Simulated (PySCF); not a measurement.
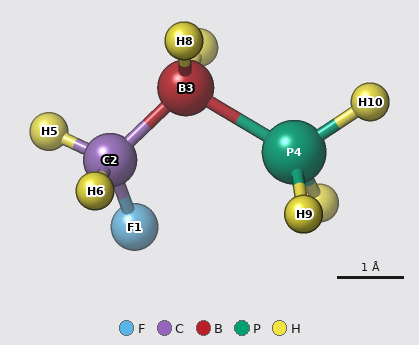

**Figure 1.** The input geometry of run A (ball-and-stick view, seen on its broad side; atoms are numbered from 1 in the order of the input).

## What a change does: NMR shielding calculation on CH$_{7}$BFP

System: CH$_{7}$BFP, SMILES FC[BH2-][PH3+].
Method of run A: GIAO PBE0/STO-3G NMR shielding, non-relativistic, gas phase (PySCF 2.14.0).

The geometry comes from this level: PBE0-D3(BJ)/def2-SVP. Text and figures count atoms from 1; the logs count them from 0 in places.

### Input file, run A
```
{"job": {"kind": "nmr", "xc": "PBE0", "basis": "STO-3G", "pop": true}, "charge": 0, "multiplicity": 1}
F     -0.826156    -1.593298    -0.761539
C     -1.287537    -0.682750     0.199079
B     -0.494463     0.710934     0.069869
P      1.377030     0.235536    -0.145282
H     -2.369748    -0.540002     0.035305
H     -1.171417    -1.169178     1.184760
H     -0.693840     1.323440    -0.970534
H     -0.520792     1.429341     1.058656
H      1.994986    -0.599541     0.819846
H      2.294289     1.311647    -0.170102
H      1.735084    -0.442296    -1.332197
```

The first line tells a small driver script what to run in PySCF; the rest is the geometry in Å.

Launched with:
```bash
OMP_NUM_THREADS=1 python <driver script> task.json out
```

Hardware: 1 CPU thread, shared host.

### Output (run A)
```
coarse grid: 9224 points
cycle   1  E = -501.9212532082  dE = -3.989e-02  |g| = 3.580e-01  |ddm| = 3.605e+00
cycle   2  E = -501.9580476848  dE = -3.679e-02  |g| = 2.537e-01  |ddm| = 1.056e+00
cycle   3  E = -501.9798165251  dE = -2.177e-02  |g| = 3.823e-02  |ddm| = 3.976e-01
cycle   4  E = -501.9802716646  dE = -4.551e-04  |g| = 9.359e-03  |ddm| = 6.490e-02
cycle   5  E = -501.9803000175  dE = -2.835e-05  |g| = 1.103e-03  |ddm| = 1.398e-02
cycle   6  E = -501.9803004737  dE = -4.562e-07  |g| = 2.546e-04  |ddm| = 2.107e-03
final grid: 83552 points
cycle   7  E = -501.9552111178  dE = -7.664e-06  |g| = 4.755e-03  |ddm| = 1.613e-02
cycle   8  E = -501.9552131661  dE = -2.048e-06  |g| = 4.134e-03  |ddm| = 1.238e-02
cycle   9  E = -501.9552187406  dE = -5.575e-06  |g| = 2.544e-04  |ddm| = 5.659e-03
cycle  10  E = -501.9552187624  dE = -2.178e-08  |g| = 8.495e-06  |ddm| = 3.738e-04
cycle  11  E = -501.9552187624  dE = -4.172e-11  |g| = 2.405e-06  |ddm| = 2.519e-05
converged SCF energy = -501.9552187624

GIAO shielding tensors (ppm)
atom      isotropic    diamagn.    paramagn.     s11        s22        s33       span
  0 F      459.655     456.651       3.004    418.845    464.497    495.621     76.776
  1 C      180.120     247.157     -67.037    147.933    162.041    230.386     82.453
  2 B      154.261     194.164     -39.903    138.413    159.441    164.927     26.514
  3 P      701.984     954.269    -252.285    687.633    691.967    726.353     38.719
  4 H       31.069      29.246       1.823     27.300     28.407     37.500     10.199
  5 H       31.470      31.141       0.328     27.920     29.306     37.183      9.263
  6 H       31.590      31.839      -0.248     27.289     30.686     36.796      9.507
  7 H       31.817      31.579       0.237     27.589     30.862     36.999      9.411
  8 H       30.197      30.314      -0.116     25.577     26.768     38.248     12.671
  9 H       30.297      29.483       0.814     25.745     26.148     38.999     13.254
 10 H       30.075      30.123      -0.048     25.251     27.006     37.968     12.717
```

The input of run B differs as follows (lines with − go, lines with + come):
```diff
-"basis": "STO-3G"
+"basis": "6-31G"
```

How does run B compare with run A?

The total energy of run B is 3739.8 kcal/mol lower, which measures the change of basis and not a stability. The HOMO goes from −3.53 to −7.72 eV. The LUMO goes from 5.81 to 0.90 eV. The dipole moment goes from 5.14 to 3.86 D. Of all shieldings, the largest change is that of P4, by −151.4 ppm. The SCF takes 12 iterations against 11. The basis functions go from 31 to 54.

### Output (run B)
```
coarse grid: 9224 points
cycle   1  E = -507.8712191886  dE =  2.119e-01  |g| = 5.143e-01  |ddm| = 2.681e+00
cycle   2  E = -507.8638512372  dE =  7.368e-03  |g| = 6.245e-01  |ddm| = 1.437e+00
cycle   3  E = -507.9374014773  dE = -7.355e-02  |g| = 6.980e-02  |ddm| = 7.137e-01
cycle   4  E = -507.9386706019  dE = -1.269e-03  |g| = 2.057e-02  |ddm| = 1.199e-01
cycle   5  E = -507.9387799941  dE = -1.094e-04  |g| = 3.202e-03  |ddm| = 2.390e-02
cycle   6  E = -507.9387830629  dE = -3.069e-06  |g| = 1.014e-03  |ddm| = 5.688e-03
final grid: 83552 points
cycle   7  E = -507.9149702602  dE = -9.282e-06  |g| = 7.389e-03  |ddm| = 1.752e-02
cycle   8  E = -507.9149628006  dE =  7.460e-06  |g| = 9.784e-03  |ddm| = 1.613e-02
cycle   9  E = -507.9149841068  dE = -2.131e-05  |g| = 9.341e-04  |ddm| = 8.489e-03
cycle  10  E = -507.9149842931  dE = -1.863e-07  |g| = 6.719e-05  |ddm| = 1.078e-03
cycle  11  E = -507.9149842940  dE = -8.489e-10  |g| = 3.312e-05  |ddm| = 1.301e-04
cycle  12  E = -507.9149842943  dE = -3.355e-10  |g| = 3.714e-06  |ddm| = 4.527e-05
converged SCF energy = -507.9149842943

GIAO shielding tensors (ppm)
atom      isotropic    diamagn.    paramagn.     s11        s22        s33       span
  0 F      441.870     473.960     -32.090    392.780    460.312    472.517     79.737
  1 C      122.582     240.677    -118.095     75.473    103.014    189.258    113.785
  2 B      145.801     188.091     -42.290    131.367    147.505    158.532     27.166
  3 P      550.622     967.377    -416.754    529.036    540.037    582.795     53.759
  4 H       27.846      28.016      -0.170     23.782     27.382     32.375      8.593
  5 H       28.189      28.336      -0.147     23.648     28.018     32.902      9.254
  6 H       29.969      28.489       1.480     25.823     29.320     34.764      8.941
  7 H       30.562      28.334       2.228     26.677     30.063     34.947      8.270
  8 H       29.210      28.828       0.382     24.914     26.158     36.557     11.643
  9 H       29.529      28.953       0.576     25.297     26.204     37.086     11.789
 10 H       28.876      28.801       0.076     24.614     26.059     35.956     11.342
```

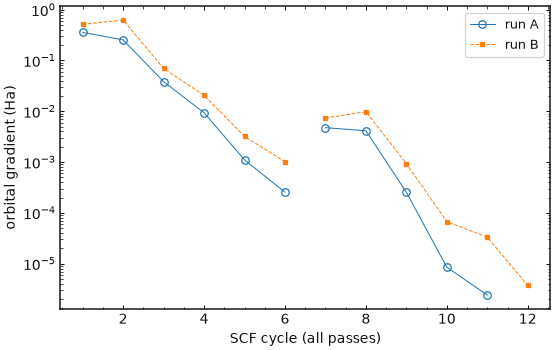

**Figure 2.** Convergence of the two runs: orbital gradient against the SCF cycle. A break in a curve parts two SCF passes (coarse and final grid). Run A takes 11 cycles in all, and run B takes 12.

### The two runs side by side

| quantity | run A | run B |
| --- | --- | --- |
| outcome | converged | converged |
| total energy (hartree) | −501.955219 | −507.914984 |
| HOMO (eV) | −3.53 | −7.72 |
| LUMO (eV) | 5.81 | 0.90 |
| dipole moment (D) | 5.14 | 3.86 |
| shielding of F1 (ppm) | 459.7 | 441.9 |
| shielding of C2 (ppm) | 180.1 | 122.6 |
| shielding of B3 (ppm) | 154.3 | 145.8 |
| shielding of P4 (ppm) | 702.0 | 550.6 |
| shielding of H5 (ppm) | 31.1 | 27.8 |
| shielding of H6 (ppm) | 31.5 | 28.2 |
| shielding of H7 (ppm) | 31.6 | 30.0 |
| SCF iterations | 11 | 12 |
| basis functions | 31 | 54 |
| wall time (shared host) | 2 s | 3.8 s |
